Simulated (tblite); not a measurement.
## Run report: C₂H₁₀OPSi₃, geometry relaxation (part 1 of 3)

System: C₂H₁₀OPSi₃, multiplicity 2.
Method: GFN2-xTB geometry optimisation, gas phase (tblite 0.8.0).

It belongs to a series of runs on one base structure; here: H removed from sp2 C.

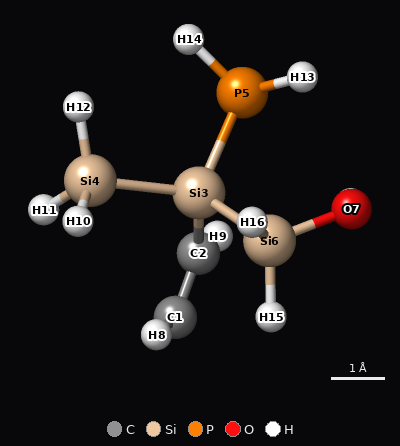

*The structure as given in the input (ball-and-stick view, seen on its broad side; atoms are numbered from 1 in the order of the input).*

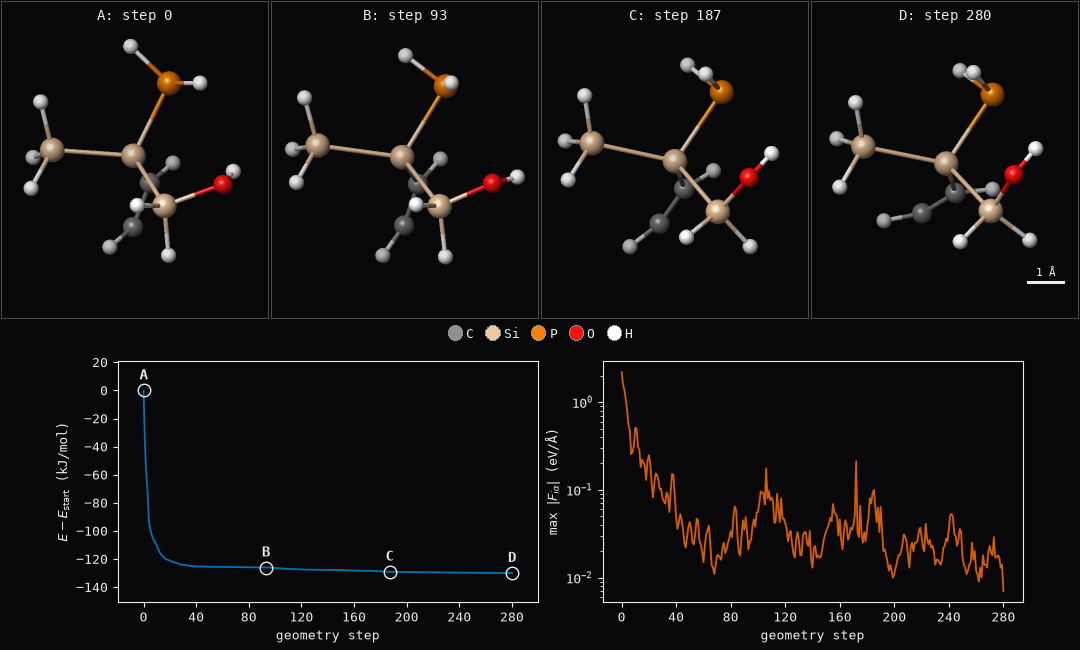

*Frames of the relaxation (ball-and-stick view, seen at a tilt) above the curves, on which the letters mark them (steps are counted from 0).*

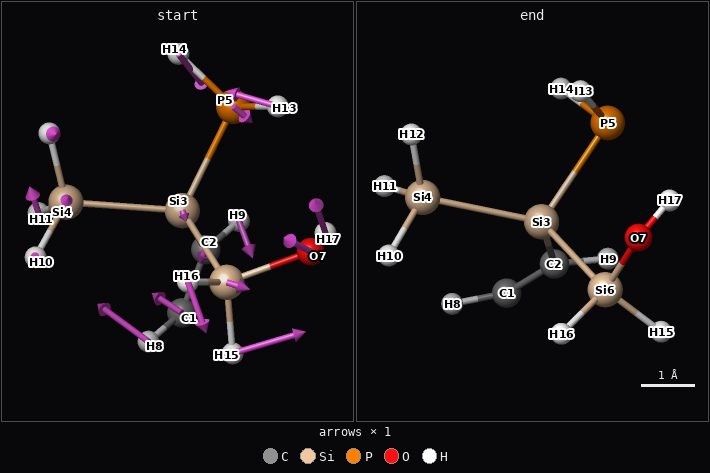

*Before (left) and after (right) the relaxation, at one scale (ball-and-stick view, seen at a tilt). The pink arrows give the displacements, at true length.*

The atom that moves furthest after the best rigid fit is H17 (1.65 Å). Largest moves by element: H 1.65 Å, O 1.05 Å, C 0.87 Å, P 0.58 Å, Si 0.47 Å. Among the contacts that change: C2–Si3 1.844 → 1.970 Å, Si3–Si6 2.231 → 2.347 Å, Si3–Si4 2.236 → 2.347 Å, Si6–O7 1.732 → 1.627 Å. Among the angles that change: H13–P5–H14 110.9° → 92.1°, Si6–O7–H17 104.0° → 122.3°, C2–C1–H8 121.8° → 136.2°. Over 280 geometry steps the energy falls by 129.9 kJ/mol. Largest force component: 2.2 eV/Å at the start, 0.007 eV/Å at the end. (Atoms are counted from 1 in the order of the input.)

The input that produced these results follows, with the program's output.

## The input
```
{"job": {"kind": "relax", "xc": "GFN2-xTB", "basis": "xTB"}, "charge": 0, "multiplicity": 2}
C      0.961500    -1.640700     1.908800
C      0.444600    -1.737900     0.694500
Si    -0.221200    -0.209700    -0.094900
Si    -1.857400     0.623200     1.181100
P     -0.956300    -0.775300    -2.108400
Si     1.512200     1.185300    -0.260600
O      2.233700     0.821800    -1.792800
H      0.989900    -0.692000     2.447700
H      0.417100    -2.682100     0.158900
H     -1.415800     1.757200     1.977700
H     -2.221400    -0.455500     2.148100
H     -2.960400     0.987900     0.307200
H     -0.248000     0.027400    -3.070900
H     -2.391600    -0.500400    -2.154500
H      2.500500     0.865900     0.783600
H      1.128400     2.585300    -0.228200
H      2.077100    -0.148200    -1.907100
```

The first line tells a small driver script what to run in tblite; the rest is the geometry in Å.

Run as:
```bash
OMP_NUM_THREADS=1 python <driver script> task.json out
```

## What the program printed
```
step      E/eV     max force
  0    -571.37459    3.080
  1    -571.75876    1.843
  2    -571.97485    1.569
  3    -572.11122    1.159
  4    -572.33769    0.888
  5    -572.38880    0.651
  6    -572.43371    0.489
  7    -572.46162    0.355
  8    -572.48049    0.375
  9    -572.49868    0.324
 10    -572.52035    0.512
 11    -572.54141    0.504
 12    -572.56268    0.362
 13    -572.58078    0.321
 14    -572.59199    0.233
 15    -572.60151    0.303
 16    -572.61090    0.291
 17    -572.61802    0.193
 18    -572.62282    0.150
 19    -572.62616    0.219
 20    -572.62976    0.251
 21    -572.63465    0.252
 22    -572.63929    0.172
 23    -572.64217    0.124
 24    -572.64408    0.140
 25    -572.64667    0.170
 26    -572.65066    0.192
 27    -572.65513    0.176
 28    -572.65839    0.115
 29    -572.66029    0.109
 30    -572.66152    0.088
 31    -572.66291    0.096
 32    -572.66429    0.091
 33    -572.66541    0.104
 34    -572.66638    0.095
 35    -572.66747    0.077
 36    -572.66861    0.119
 37    -572.66975    0.161
 38    -572.67083    0.152
 39    -572.67186    0.084
 40    -572.67235    0.059
 41    -572.67265    0.038
 42    -572.67287    0.044
 43    -572.67317    0.055
 44    -572.67354    0.058
 45    -572.67385    0.046
 46    -572.67403    0.027
 47    -572.67414    0.024
 48    -572.67429    0.041
 49    -572.67452    0.060
 50    -572.67480    0.059
 51    -572.67505    0.039
 52    -572.67521    0.029
 53    -572.67533    0.028
 54    -572.67547    0.037
 55    -572.67563    0.049
 56    -572.67581    0.045
 57    -572.67597    0.028
 58    -572.67609    0.027
 59    -572.67616    0.021
 60    -572.67621    0.016
 61    -572.67627    0.025
 62    -572.67637    0.034
 63    -572.67655    0.051
 64    -572.67680    0.054
 65    -572.67699    0.032
 66    -572.67707    0.016
 67    -572.67709    0.015
 68    -572.67711    0.014
 69    -572.67715    0.019
 70    -572.67722    0.021
 71    -572.67728    0.021
 72    -572.67734    0.018
 73    -572.67738    0.017
 74    -572.67744    0.027
 75    -572.67753    0.031
 76    -572.67764    0.028
 77    -572.67777    0.027
 78    -572.67788    0.025
 79    -572.67801    0.030
 80    -572.67816    0.037
 81    -572.67835    0.031
 82    -572.67857    0.050
 83    -572.67883    0.065
 84    -572.67909    0.059
 85    -572.67931    0.033
 86    -572.67945    0.027
 87    -572.67954    0.021
 88    -572.67964    0.037
 89    -572.67979    0.055
 90    -572.68000    0.050
 91    -572.68031    0.059
 92    -572.68047    0.035
 93    -572.68058    0.026
 94    -572.68074    0.030
 95    -572.68089    0.030
 96    -572.68145    0.043
 97    -572.68191    0.051
 98    -572.68242    0.042
 99    -572.68278    0.062
100    -572.68305    0.058
101    -572.68360    0.093
102    -572.68432    0.128
103    -572.68530    0.116
104    -572.68653    0.122
105    -572.68766    0.083
106    -572.68788    0.221
107    -572.68883    0.085
108    -572.68909    0.125
109    -572.68957    0.084
110    -572.69001    0.088
111    -572.69053    0.081
112    -572.69119    0.063
113    -572.69174    0.054
114    -572.69200    0.104
115    -572.69268    0.070
116    -572.69311    0.053
117    -572.69409    0.097
118    -572.69437    0.067
119    -572.69484    0.050
120    -572.69531    0.045
121    -572.69560    0.040
122    -572.69587    0.034
123    -572.69604    0.032
124    -572.69612    0.036
125    -572.69621    0.028
126    -572.69629    0.024
127    -572.69643    0.024
128    -572.69650    0.033
129    -572.69666    0.037
130    -572.69679    0.029
131    -572.69690    0.022
132    -572.69697    0.021
133    -572.69703    0.032
134    -572.69713    0.034
135    -572.69727    0.034
136    -572.69740    0.029
137    -572.69751    0.028
138    -572.69758    0.035
139    -572.69762    0.020
140    -572.69766    0.019
141    -572.69776    0.027
142    -572.69781    0.026
143    -572.69787    0.021
144    -572.69791    0.022
145    -572.69797    0.021
146    -572.69803    0.021
147    -572.69814    0.027
148    -572.69827    0.034
149    -572.69847    0.035
150    -572.69878    0.036
151    -572.69926    0.041
152    -572.69976    0.048
153    -572.70013    0.055
154    -572.70040    0.049
155    -572.70078    0.073
156    -572.70114    0.058
157    -572.70202    0.063
158    -572.70226    0.058
159    -572.70262    0.040
160    -572.70280    0.048
161    -572.70297    0.032
162    -572.70313    0.025
163    -572.70340    0.040
164    -572.70365    0.053
165    -572.70387    0.045
166    -572.70404    0.039
167    -572.70426    0.034
168    -572.70451    0.037
169    -572.70488    0.040
170    -572.70530    0.045
171    -572.70558    0.062
172    -572.70236    0.276
173    -572.70597    0.036
174    -572.70619    0.033
175    -572.70668    0.079
176    -572.70711    0.037
177    -572.70729    0.029
178    -572.70763    0.036
179    -572.70777    0.030
180    -572.70823    0.042
181    -572.70879    0.062
182    -572.70946    0.087
183    -572.71011    0.072
184    -572.70983    0.104
185    -572.71070    0.120
186    -572.71138    0.078
187    -572.71169    0.050
188    -572.71241    0.064
189    -572.71274    0.035
190    -572.71300    0.073
191    -572.71319    0.044
192    -572.71339    0.027
193    -572.71350    0.024
194    -572.71362    0.021
195    -572.71374    0.018
196    -572.71381    0.014
197    -572.71385    0.014
198    -572.71388    0.012
199    -572.71391    0.012
200    -572.71394    0.013
201    -572.71398    0.017
202    -572.71401    0.020
203    -572.71406    0.022
204    -572.71413    0.020
205    -572.71424    0.026
206    -572.71436    0.030
207    -572.71446    0.038
208    -572.71454    0.033
209    -572.71461    0.031
210    -572.71468    0.021
211    -572.71476    0.019
212    -572.71483    0.026
213    -572.71490    0.031
214    -572.71498    0.028
215    -572.71508    0.034
216    -572.71522    0.036
217    -572.71539    0.031
218    -572.71560    0.036
219    -572.71583    0.039
220    -572.71604    0.031
221    -572.71621    0.026
222    -572.71637    0.024
223    -572.71653    0.043
224    -572.71664    0.037
225    -572.71678    0.027
226    -572.71689    0.029
227    -572.71696    0.024
228    -572.71701    0.023
229    -572.71706    0.020
230    -572.71710    0.016
231    -572.71715    0.017
232    -572.71719    0.017
233    -572.71723    0.015
234    -572.71726    0.016
235    -572.71730    0.020
236    -572.71735    0.027
237    -572.71744    0.027
238    -572.71758    0.033
239    -572.71779    0.041
240    -572.71800    0.049
241    -572.71820    0.063
242    -572.71837    0.056
243    -572.71858    0.051
244    -572.71881    0.033
245    -572.71898    0.036
246    -572.71917    0.030
247    -572.71930    0.038
248    -572.71941    0.037
249    -572.71951    0.036
250    -572.71960    0.023
251    -572.71966    0.015
252    -572.71969    0.014
253    -572.71972    0.012
254    -572.71975    0.015
255    -572.71979    0.018
256    -572.71983    0.019
257    -572.71986    0.026
258    -572.71992    0.017
259    -572.71997    0.021
260    -572.72002    0.014
261    -572.72005    0.013
262    -572.72008    0.012
263    -572.72010    0.014
264    -572.72013    0.011
265    -572.72016    0.020
266    -572.72021    0.018
267    -572.72027    0.020
268    -572.72033    0.018
269    -572.72040    0.023
270    -572.72045    0.027
271    -572.72054    0.022
272    -572.72061    0.019
273    -572.72068    0.030
274    -572.72073    0.018
275    -572.72080    0.025
276    -572.72089    0.025
277    -572.72098    0.022
278    -572.72106    0.016
279    -572.72110    0.015
280    -572.72111    0.007
```

## Trajectory as extended XYZ (Å, eV, eV/Å), 28 of the 281 frames kept, from step=0 to step=280
```
17
Properties=species:S:1:pos:R:3:forces:R:3 step=0 energy=-571.37459
C     0.9615   -1.6407    1.9088   -0.9080   0.6380  -1.6120
C     0.4446   -1.7379    0.6945    1.3580  -1.6810   2.1950
Si   -0.2212   -0.2097   -0.0949   -0.8240   0.7250  -1.1120
Si   -1.8574    0.6232    1.1811   -0.9170  -0.2890   1.1200
P    -0.9563   -0.7753   -2.1084   -0.3870  -1.2860  -1.0440
Si    1.5122    1.1853   -0.2606    2.0810   0.3180  -1.5560
O     2.2337    0.8218   -1.7928   -1.2160  -0.9440   1.9060
H     0.9899   -0.6920    2.4477    0.2080  -0.6620   0.1710
H     0.4171   -2.6821    0.1589   -0.0300   0.1120   0.0440
H    -1.4158    1.7572    1.9777   -0.0650   0.2000   0.0610
H    -2.2214   -0.4555    2.1481   -0.1080   0.4610  -0.2960
H    -2.9604    0.9879    0.3072   -0.2790   0.1170   0.1090
H    -0.2480    0.0274   -3.0709   -1.0790   0.0700   0.8210
H    -2.3916   -0.5004   -2.1545    1.4640   0.5400  -0.1490
H     2.5005    0.8659    0.7836   -0.0070   0.1970  -0.1550
H     1.1284    2.5853   -0.2282    0.1720   0.1620  -0.1620
H     2.0771   -0.1482   -1.9071    0.5390   1.3210  -0.3420
17
Properties=species:S:1:pos:R:3:forces:R:3 step=10 energy=-572.52035
C     0.9374   -1.6361    1.8885    0.1130  -0.1150   0.2190
C     0.4551   -1.7745    0.7127    0.0360  -0.2390   0.0780
Si   -0.2899   -0.2426   -0.1903    0.0270   0.5110   0.0020
Si   -1.9299    0.6073    1.2150   -0.1430   0.1000  -0.0470
P    -0.9544   -1.0152   -2.2222    0.0530  -0.0820  -0.1190
Si    1.5649    1.1867   -0.2886   -0.0320   0.0060  -0.0100
O     2.2508    0.8397   -1.7229    0.0710   0.0960  -0.0710
H     1.0397   -0.7931    2.5317    0.0460   0.0340   0.1720
H     0.4302   -2.7110    0.1894   -0.0300  -0.2240  -0.1590
H    -1.4762    1.7738    1.9826   -0.0120  -0.0470  -0.0570
H    -2.3271   -0.4100    2.1776   -0.1270  -0.0380   0.0800
H    -3.0820    1.0304    0.4145   -0.0980   0.0090   0.1040
H    -0.4417    0.0544   -2.9282    0.1740   0.0230  -0.0170
H    -2.1754   -0.3893   -2.1810   -0.2570  -0.0220   0.0860
H     2.5458    0.9334    0.7709   -0.0420   0.0060  -0.0040
H     1.2572    2.6168   -0.3218    0.0790  -0.0430  -0.1130
H     2.1886   -0.0584   -2.0376    0.1410   0.0270  -0.1470
17
Properties=species:S:1:pos:R:3:forces:R:3 step=21 energy=-572.63465
C     0.9522   -1.7268    1.9320   -0.0150   0.0600   0.0260
C     0.4496   -1.7983    0.7573    0.0090  -0.1060   0.0250
Si   -0.2899   -0.2071   -0.1423    0.0140   0.2010   0.0140
Si   -2.0343    0.6087    1.2146    0.1180  -0.0510  -0.0680
P    -0.9413   -1.0099   -2.1819    0.0010  -0.0120  -0.0200
Si    1.6045    1.2012   -0.3529   -0.1700  -0.1440  -0.1180
O     2.3223    0.9083   -1.7839   -0.0180   0.0070  -0.0170
H     1.0851   -0.9295    2.6326    0.0200  -0.0840   0.0290
H     0.4058   -2.7208    0.1912   -0.0530   0.0970  -0.0380
H    -1.5148    1.7627    1.9501   -0.0150   0.0470   0.0420
H    -2.4603   -0.3832    2.1989   -0.0090  -0.0340   0.0230
H    -3.2443    1.0568    0.5223    0.0030  -0.0070  -0.0600
H    -0.4143    0.0563   -2.8929    0.0030  -0.0200   0.0520
H    -2.1934   -0.4226   -2.1570    0.0130  -0.0180   0.0350
H     2.5227    0.9406    0.7531    0.0830  -0.0330   0.0240
H     1.3656    2.6327   -0.4693   -0.0250   0.0620  -0.0130
H     2.3777    0.0430   -2.1817    0.0420   0.0350   0.0650
17
Properties=species:S:1:pos:R:3:forces:R:3 step=31 energy=-572.66291
C     0.9372   -1.7702    1.9478   -0.0090  -0.0330  -0.0190
C     0.4236   -1.7628    0.7777    0.0170  -0.0460   0.0210
Si   -0.2887   -0.1580   -0.1204    0.0000   0.0600  -0.0170
Si   -2.0411    0.6188    1.2235    0.0570  -0.0450  -0.0270
P    -0.9258   -1.0226   -2.1357   -0.0330   0.0390   0.0230
Si    1.5984    1.2121   -0.4019   -0.0310  -0.0260  -0.0180
O     2.3036    0.9460   -1.8422   -0.0230  -0.0110  -0.0230
H     1.1232   -1.0525    2.7163   -0.0130  -0.0260  -0.0270
H     0.3342   -2.6420    0.1519    0.0110  -0.0280   0.0420
H    -1.5631    1.7802    1.9729   -0.0230   0.0490   0.0540
H    -2.4796   -0.3905    2.1863    0.0100  -0.0080   0.0220
H    -3.2333    1.0318    0.4867   -0.0620   0.0380  -0.0620
H    -0.4083    0.0474   -2.8440   -0.0150  -0.0190  -0.0250
H    -2.1875   -0.4538   -2.1162    0.0230  -0.0290   0.0020
H     2.5325    0.9096    0.6826    0.0740   0.0340   0.0240
H     1.3583    2.6429   -0.5237   -0.0010   0.0510   0.0170
H     2.5095    0.0758   -2.1717    0.0190  -0.0020   0.0110
```
